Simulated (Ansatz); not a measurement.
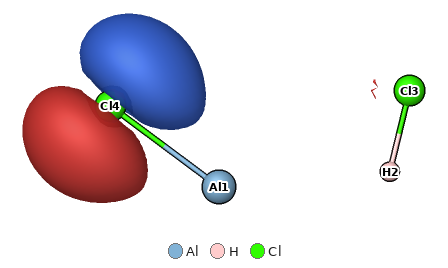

Figure 1: AlCl···HCl. The HOMO−1 at ±0.15 Å⁻³ᐟ² (red and blue are the two phases), seen across its widest extent.

Not at a stationary point (largest force 0.8 eV/Å).

Theory: Ansatz, RKS PBE-D4/def2-mTZVP.

```xyz
4

Al   -0.9237    0.0000    0.3779
H     1.5959    0.0000    1.5043
Cl    2.5088    0.0000    0.5176
Cl   -1.8141    0.0000   -1.6106
```

> What is the character of this orbital?

Its weight (Hirshfeld) is mainly on Cl4 (about 85 %); it is symmetric in the molecular plane (an in-plane orbital: σ, lone-pair or in-plane π type); largely a lone pair of Cl4. Its energy is −7.82 eV.
